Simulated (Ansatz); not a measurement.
One crystal and one scan (energy against volume) at two levels, PBE (plane waves to 420 eV, PAW, scalar-relativistic; Ansatz, a first-principles code) and r2SCAN (plane waves to 500 eV, PAW, scalar-relativistic; Ansatz), each from its own relaxed cell and on its own mesh. The cell shown is that of PBE.

HgTe (zinc blende)

```
HgTe
1.0
    0.00000     3.32535     3.32535
    3.32535     0.00000     3.32535
    3.32535     3.32535     0.00000
Te Hg
1 1
Direct
  0.75000   0.75000   0.75000
  0.00000   0.00000   0.00000
```

The volume is varied about the relaxed value V₀ at fixed cell shape. Symmetry pins the atoms to their sites.

The energy includes the smearing's −TS. HgTe was relaxed with its symmetry unable to fall. Spin-orbit coupling is left out, though Hg and Te are heavy. The PAW data are Ansatz's earlier set. Percentages come from the unrounded values. Both scans cover V/V₀ from 0.900 to 1.100.

```tsv
quantity	PBE	r2SCAN	PBE − r2SCAN
Lattice constant a (Å)	6.651	6.573	+0.078 (+1.2 %)
Pressure at the smallest volume (GPa)	4.7	5.5	-0.8 (-14 %)
Energy cost of the largest compression (meV/atom)	49	55	-6 (-11 %)
Energy cost of the largest expansion (meV/atom)	32	37	-5 (-12 %)
Bulk modulus B₀ (third-order Birch-Murnaghan fit) (GPa)	34.2	40.0	-5.8 (-15 %)
Pressure derivative B₀′ (fit)	5.2	5.1	+0.1 (+2 %)
Pressure for 5 % compression (fit) (GPa)	2.0	2.3	-0.3 (-14 %)
```

PBE gives the higher value for: lattice constant a. PBE gives the lower value for: pressure at the smallest volume; energy cost of the largest compression; energy cost of the largest expansion; bulk modulus B₀; pressure for 5 % compression. (PBE) At this level the bands of HgTe touch or barely overlap. (r2SCAN) At this level the bands of HgTe touch or barely overlap. For the lattice constant a the reference is 6.46 Å (measured, room temperature or unstated; as given in R. J. Cava, Huiwen Ji, M. K. Fuccillo et al., Journal of Materials Chemistry C (2013), arXiv:1302.1059): both lie above it, neither clearly nearer. For the bulk modulus B₀ the reference is 42.3 GPa (measured, room temperature or unstated; as given in Cormac Toher, Corey Oses, Jose J. Plata et al., Physical Review Materials (2017), arXiv:1611.05714): it holds thermal shifts, so no verdict is drawn.  Neither level is exact: the differences show how much the result hangs on the functional.

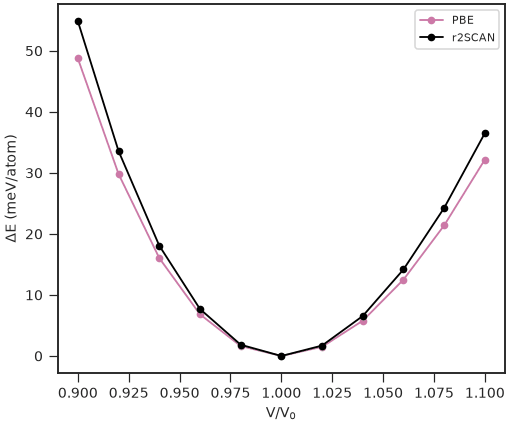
Figure: ΔE, each from the relaxed starting cell of its own level.

(Under strain, the slope of the energy per volume gives the stress and its curvature an elastic modulus.)
